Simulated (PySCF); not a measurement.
CH₆GeZn, SMILES [GeH3][Zn][CH3] at its PBE0/def2-SVP optimised geometry (Å):

```
9

Zn     0.3276    -0.2136     0.0000
C      2.2812    -0.2169     0.0000
H      2.6828     0.5054     0.7295
H      2.6820     0.0525    -0.9909
H      2.6795    -1.2109     0.2616
Ge    -2.0794    -0.2136     0.0000
H     -2.6818    -0.9265    -1.2338
H     -2.6816    -0.9264     1.2340
H     -2.6828     1.2109     0.0000
```

Level of theory: PySCF with PBE0/def2-TZVP.

Map of the deformation density (molecule minus spherical neutral atoms) (e/bohr³) on the plane z = 0.6 Å:

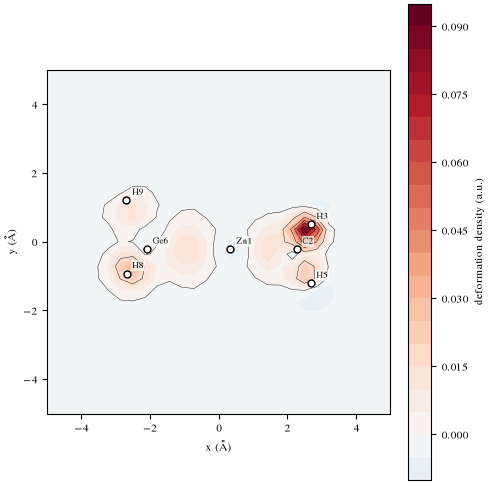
Figure: Deformation density (molecule minus spherical neutral atoms) (e/bohr³) on the plane z = 0.6 Å.
